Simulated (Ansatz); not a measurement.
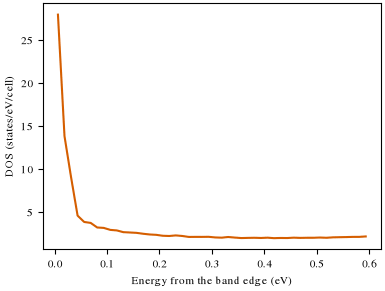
Figure: Density of states of monolayer SnO below the valence band maximum, PBE, rigid bands in Ansatz (a quantum-chemistry and plane-wave program); cell area 14.81 Å².

### Question
What effective density of states at 300 K does this give (∫ g(E) exp(−E/k_BT) dE, both spins, divided by the cell's size)?

### Answer
2.9e14 cm⁻².

Spin-orbit coupling is left out; where it splits the top of the valence band, N_v and the p-type Seebeck coefficient come out somewhat high without it. Geometry: cell and atoms relaxed with PBE.
